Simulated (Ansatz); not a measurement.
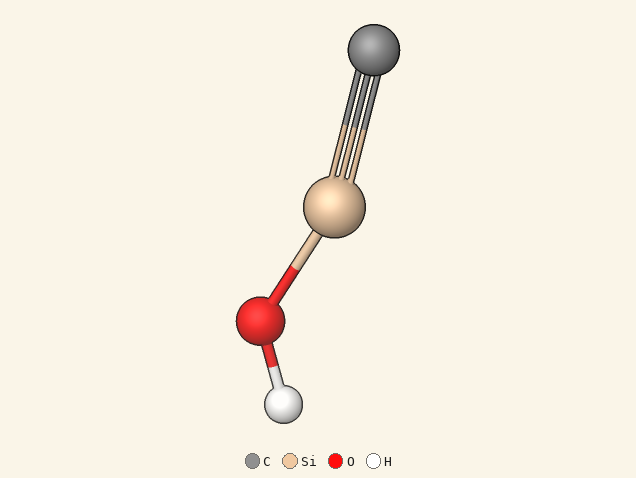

Charge +1, singlet. The geometry was computed by an optimisation with PBE0-D4/def2-TZVP. No frequency run is at hand to confirm it as a minimum.

Draw it as a skeletal formula.

SMILES: [C+]#[Si]O

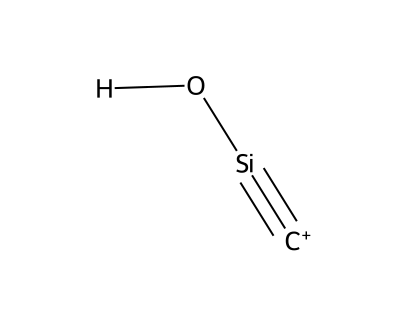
